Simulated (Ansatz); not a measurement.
# HfF4 (SMILES F[Hf](F)(F)F), run twice

Aim: a geometry optimisation of HfF4 at CCSD/SBKJC-VDZ (core potential, accuracy low, start density atoms).

Program for the calculation: Ansatz 0.2.0.

6 further runs of the same task are left out: 1 that didn't finish, 5 set aside as unsound or not needed. Runs told in other sessions of the task aren't counted.

**1. Starting point**

HfF4 has 5 atoms, charge 0, and is taken as a singlet. SMILES: `F[Hf](F)(F)F`. The shape is that of a PBE0-D4/def2-TZVP optimisation. The run starts from this shape.

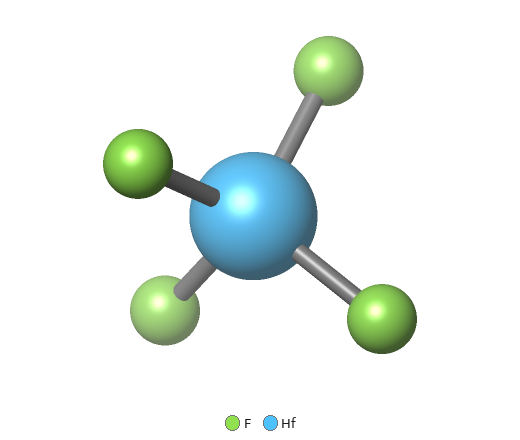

Viewed from a chosen angle; fluorine green, hafnium blue.

**2. First attempt**

Input file input.yaml:

```yaml
crystal:
  periodic: [false, false, false]
  atoms:
    - {symbol: F, position_ang: [-0.908700, -0.112040, 1.661430]}
    - {symbol: Hf, position_ang: [-0.000000, 0.000000, -0.000000]}
    - {symbol: F, position_ang: [1.622880, -0.977200, 0.099740]}
    - {symbol: F, position_ang: [-1.093180, -0.727680, -1.368970]}
    - {symbol: F, position_ang: [0.379000, 1.816910, -0.392190]}
basis:
  gaussian:
    orbitals: SBKJC-VDZ.json
correlation:
  method: ccsd
  frozen_orbitals: {F: 9, Hf: 9}
accuracy: low
relax:
  max_steps: 40
```

The run is started by

```console
$ ansatz run input.yaml --threads 1 --pin off --max-ram 3480MiB --events-out events.jsonl --progress --plain --runs-dir runs
```

Standard output:

```text
Warning: RAYON_NUM_THREADS=1 ignored (pool sized by the plan → 1); use --threads N
The last accepted step is kept in runs//last_step.txt (removed where the run ends without a failure and the disk answers)
Functional definition: HF
  name "HF"
  exchange = exact_x
  correlation = 0
Error: the typed cores hold 45 orbitals of each spin, and the molecule has 20 alpha and 20 beta electrons, too few to fill them
```

It took 0.04 s on 1 thread of Arm Neoverse V2, shared host.

**3. Reading the log**

The program refused the input.

The telling line is `Error: the typed cores hold 45 orbitals of each spin, and the molecule has 20 alpha and 20 beta electrons, too few to fill them`. The fault: more core orbitals are frozen than the atoms have. To mend it: frozen core orbitals default in place of {'F': 9, 'Hf': 9}.

**4. The mended input**

input.yaml: that of step 2 with these lines changed.

```diff
@@ -13,5 +13,4 @@
   method: ccsd
-  frozen_orbitals: {F: 9, Hf: 9}
 accuracy: low
-relax:
-  max_steps: 40
+relax: {}
+output: {orbitals: {seedname: orbitals}}
```

The basis set SBKJC-VDZ is read from a file made from the Basis Set Exchange's data (not shown).

The run is started by

```console
$ ansatz run input.yaml --threads 1 --pin off --max-ram 3480MiB --events-out events.jsonl --progress --plain --runs-dir runs
```

Standard output, shortened:

```text
Warning: RAYON_NUM_THREADS=1 ignored (pool sized by the plan → 1); use --threads N
[... 1 set-up line as earlier in the session ...]
[... 59 lines left out ...]
Total energy: -3935.66163040 eV, -144.6328972299 hartree
[... 5 lines left out ...]
Dipole moment:    -0.000002     0.000001    -0.000001 e Å
```

Run time: 28 s. Hardware: 1 thread of Arm Neoverse V2, shared host; peak memory 0.26 GiB.

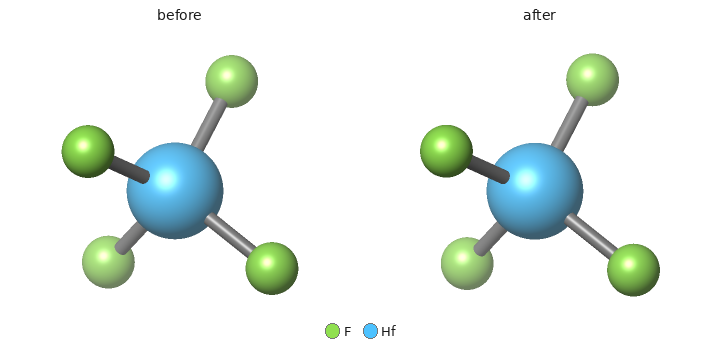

Before and after, at one scale.

After the run. Bond lengths: F1–Hf2 1.929 Å, Hf2–F3 1.929 Å, Hf2–F4 1.929 Å, Hf2–F5 1.929 Å. Angles: F1–Hf2–F3 109.5°, F1–Hf2–F4 109.5°, F1–Hf2–F5 109.5°, F3–Hf2–F4 109.5°, F3–Hf2–F5 109.5°, F4–Hf2–F5 109.5°.

**5. Summary of results**

Level: CCSD/SBKJC-VDZ (core potential, accuracy low, start density atoms).

```
                             quantity          value
              total energy at the end  -144.63290 Eh
   dipole moment (correlated density)         0.00 D
  HOMO energy (Hartree–Fock orbitals)      -17.86 eV
  LUMO energy (Hartree–Fock orbitals)        0.86 eV
HOMO–LUMO gap (Hartree–Fock orbitals)       18.72 eV
                   correlation energy     -566.3 mEh
                        T1 diagnostic          0.019
```

In words: The optimisation took 1 steps and changed the energy by -0.061 eV. The accuracy setting is loose, so the last digits carry no meaning.
